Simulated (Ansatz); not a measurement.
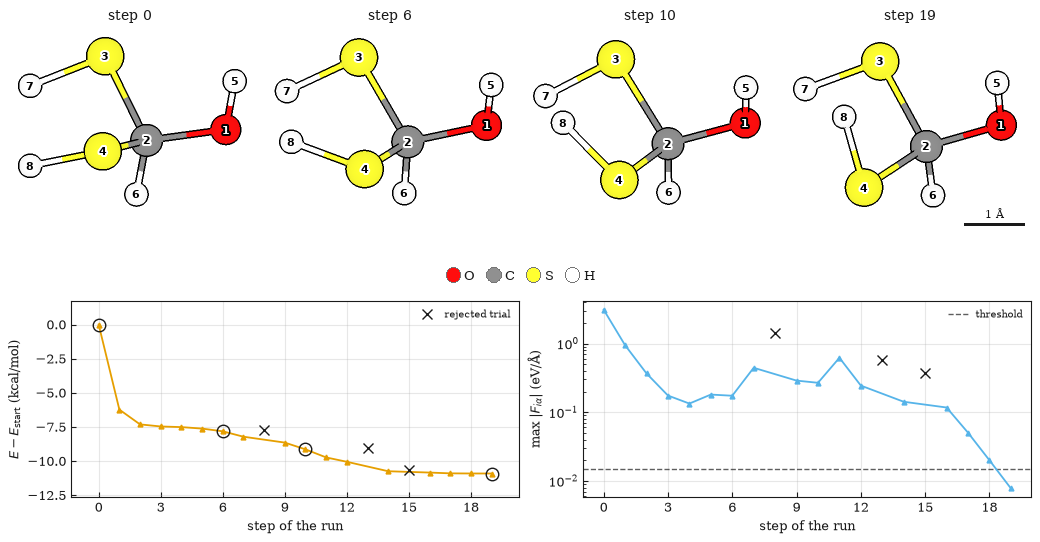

Frames of a relaxation of CH$_{4}$OS$_{2}$, marked on the history of the run. Style: ball-and-stick. Shown from a free direction.

The run prepares an end point of a later path (torsion) calculation, from a guessed geometry.

Computed with RKS PBE0/def2-SVP (Ansatz 0.2.0).

Input
```yaml
crystal:
  periodic: [false, false, false]
  atoms:
    - { symbol: O, position_ang: [-0.3818, 1.4441, -0.7661] }
    - { symbol: C, position_ang: [0.0479, 0.4343, 0.0294] }
    - { symbol: S, position_ang: [1.0506, -0.665, -0.9677] }
    - { symbol: S, position_ang: [-1.2599, -0.4617, 0.7366] }
    - { symbol: H, position_ang: [-0.9459, 1.0303, -1.4825] }
    - { symbol: H, position_ang: [0.651, 0.884, 0.8351] }
    - { symbol: H, position_ang: [1.4852, -1.4515, 0.0661] }
    - { symbol: H, position_ang: [-0.5548, -1.2717, 1.4934] }
basis:
  gaussian: { orbitals: def2-SVP }
hamiltonian:
  xc: pbe0
relax:
  f_tol: 0.015
  max_steps: 40
```

Launched with:
```bash
ansatz run input.yaml --threads 1 --pin off --max-ram 2048MiB --backend cpu --events-out ev --progress --plain --runs-dir out
```

Question: What happens along the run?

Answer: H8 moves most after the best rigid fit: 1.15 Å. By element the largest moves are H 1.15 Å, S 0.79 Å, O 0.19 Å, C 0.18 Å. Near-neighbour distances that change, for instance: C2–S4 1.736 → 1.833 Å, C2–S3 1.791 → 1.843 Å, S4–H8 1.314 → 1.352 Å, O1–H5 1.001 → 0.966 Å. Among the angles between lasting bonds that change: S4–C2–H6 109.0° → 104.1°, C2–S4–H8 98.5° → 95.3°, S3–C2–S4 109.4° → 112.4°. Groups turn about C2–S4 by about 105°, C2–S3 by about 25°. The energy falls by 10.9 kcal/mol in 16 accepted moves (19 points after the start). Largest force component: 3.1 eV/Å at the start, 0.0078 eV/Å at the end. The line search rejected the trial steps at points 8, 13, 15 of the run. From step 0 to 6: H8 moves most (0.44 Å), energy −7.82 kcal/mol. From step 6 to 10: H8 moves most (0.39 Å), energy −1.32 kcal/mol. From step 10 to 19: H8 moves most (0.43 Å), energy −1.77 kcal/mol.

```
step  E − E(0), kcal/mol  largest force component, eV/Å      note
   0                0.00                         3.1081          
   1               -6.23                         0.9446          
   2               -7.31                         0.3670          
   3               -7.46                         0.1749          
   4               -7.51                         0.1337          
   5               -7.62                         0.1807          
   6               -7.82                         0.1737          
   7               -8.21                         0.4435          
   8               -7.72                         1.4338  rejected
   9               -8.65                         0.2885          
  10               -9.14                         0.2681          
  11               -9.73                         0.6200          
  12              -10.05                         0.2441          
  13               -9.07                         0.5725  rejected
  14              -10.74                         0.1420          
  15              -10.68                         0.3755  rejected
  16              -10.84                         0.1171          
  17              -10.90                         0.0503          
  18              -10.91                         0.0200          
  19              -10.91                         0.0078
```
